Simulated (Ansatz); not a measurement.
CH$_{8}$Si$_{2}$···H$_{2}$

```json
{"atom": "Si", "x (Å)": "0.0129", "y (Å)": "0.1616", "z (Å)": "0.1247"}
{"atom": "Si", "x (Å)": "-0.1199", "y (Å)": "0.0997", "z (Å)": "2.3791"}
{"atom": "H", "x (Å)": "-1.3983", "y (Å)": "-0.5463", "z (Å)": "2.8393"}
{"atom": "H", "x (Å)": "1.0154", "y (Å)": "-0.6186", "z (Å)": "3.0486"}
{"atom": "H", "x (Å)": "-0.1212", "y (Å)": "1.5028", "z (Å)": "2.9239"}
{"atom": "H", "x (Å)": "1.4529", "y (Å)": "0.2273", "z (Å)": "-0.3046"}
{"atom": "C", "x (Å)": "-0.9266", "y (Å)": "1.6696", "z (Å)": "-0.5538"}
{"atom": "H", "x (Å)": "-1.9969", "y (Å)": "1.6210", "z (Å)": "-0.2955"}
{"atom": "H", "x (Å)": "-0.5249", "y (Å)": "2.6095", "z (Å)": "-0.1421"}
{"atom": "H", "x (Å)": "-0.8504", "y (Å)": "1.7220", "z (Å)": "-1.6519"}
{"atom": "H", "x (Å)": "-0.5710", "y (Å)": "-1.0837", "z (Å)": "-0.4795"}
{"atom": "H", "x (Å)": "1.2001", "y (Å)": "-2.1600", "z (Å)": "0.6927"}
{"atom": "H", "x (Å)": "1.1937", "y (Å)": "-2.0026", "z (Å)": "1.3877"}
```

Not at a stationary point (largest force 1.6 eV/Å).

The calculation used RKS PBE/6-31G* (Ansatz).

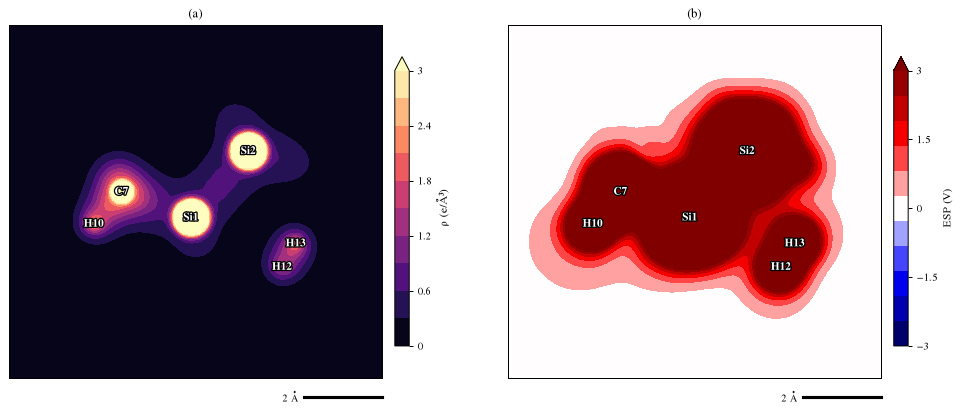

Figure 1. (a) total electron density; (b) electrostatic potential on the plane of atoms Si2, Si1 and C7.

Q: What does the map show?

A: Atoms in the plane: Si, C and H.
Si1···H12 (2.67 Å): the density falls to about 0.08 e/Å³ on the way.
C–Si (1.90 Å): the density is about 0.89 e/Å³ at the midpoint.
Si–Si (2.26 Å): ρ at the midpoint is about 0.69 e/Å³.
H–H (0.71 Å): the density is about 1.8 e/Å³ at the midpoint.
C–H (1.10 Å): ρ is about 1.9 e/Å³ halfway.
The potential has no marked negative region in this plane.

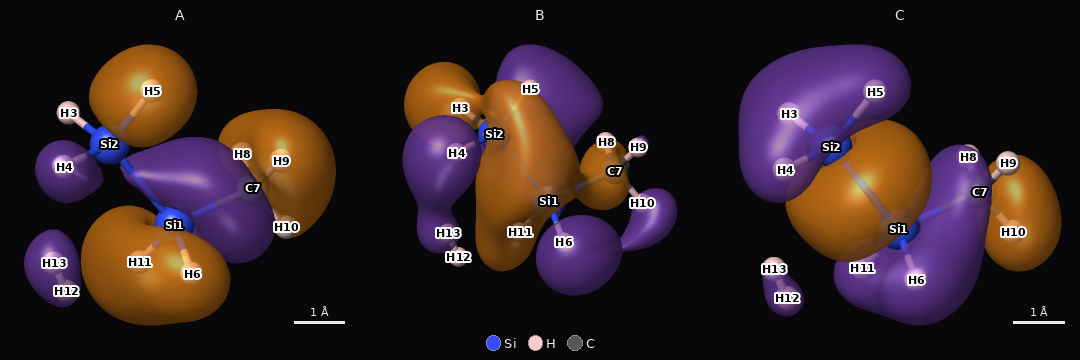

Figure 2. Three frontier orbitals at ±0.06 Å⁻³ᐟ² (orange and purple are the two phases), in no order.

Q: Order the three orbitals by energy and name them.

A: A is the HOMO−1 (−7.64 eV). Its weight (Hirshfeld) is mainly on C7 (about 30 %), Si1 (about 25 %) and H11 (about 10 %). C is the HOMO (−7.01 eV). Its weight (Hirshfeld) is mainly on Si2 (about 35 %), Si1 (about 30 %) and C7 (about 10 %). B is the LUMO (−0.23 eV). Its weight (Hirshfeld) is mainly on Si2 (about 35 %), Si1 (about 25 %), H4 (about 10 %), H3 (about 5 %), H6 (about 5 %) and C7 (about 5 %).

Q: What is the HOMO–LUMO gap?

A: 6.78 eV between the orbital energies.

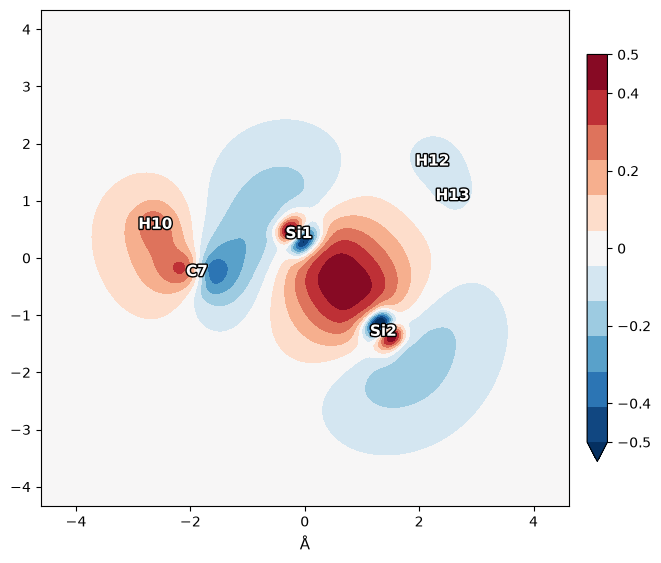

Figure 3. One frontier orbital on the plane of atoms Si1, C7 and H10 (values in Å⁻³ᐟ²; the overall sign is arbitrary).

Q: Which orbital is it: HOMO or LUMO?

A: The HOMO, at −7.01 eV. It lies mainly on Si2 (about 35 %), Si1 (about 30 %) and C7 (about 10 %).
